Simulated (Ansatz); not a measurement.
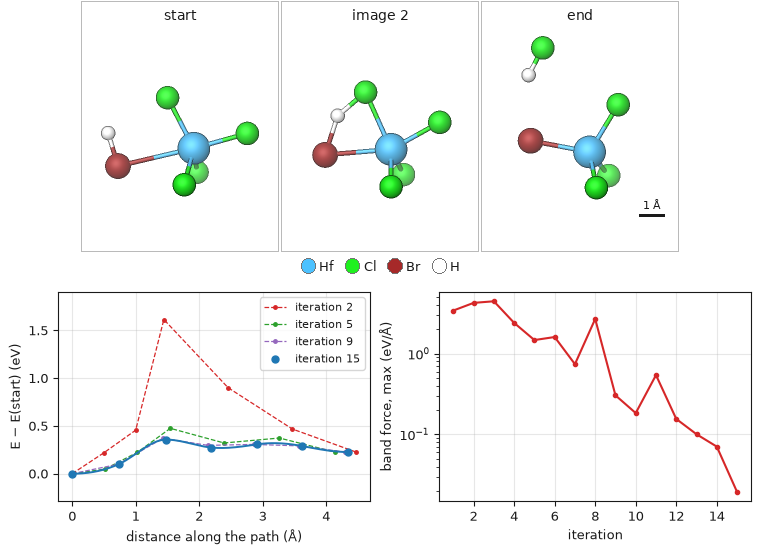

A search for the minimum-energy path of HfHBrCl4 by the nudged elastic band. Images are numbered from 0 (start) to 6 (end). The plot follows the band through its iterations. A ball-and-stick model, seen face on.

The calculation used RKS PBE0-D4/def2-SVP in Ansatz 0.2.0. Set-up: 5 movable images; climbing image; force threshold 0.05 eV/Å; iteration limit 60; starting path through a guess of the saddle point.

> How did the profile develop, and is the result final?

The run is converged, with reservations. The band converged in 15 iterations. The largest component of the band force went from 3.4 to 0.019 eV/Å. The climbing image converged on the top of the path. Its vibrational analysis gives one imaginary mode (191i cm⁻¹), as a transition state must have. The first iteration put the highest image at 2.67 eV. The energy climbs by 0.36 eV to image 2 and then falls by 0.13 eV, so the end point sits at +0.23 eV. The profile has 2 maxima (images 2, 4) with a dip at image 3 (+0.27 eV), so the process runs in steps.

The run took 3.7 min on 4 threads of Intel(R) Xeon(R) 6975P-C (Granite Rapids), with other jobs on the host, peak memory 0.51 GiB.
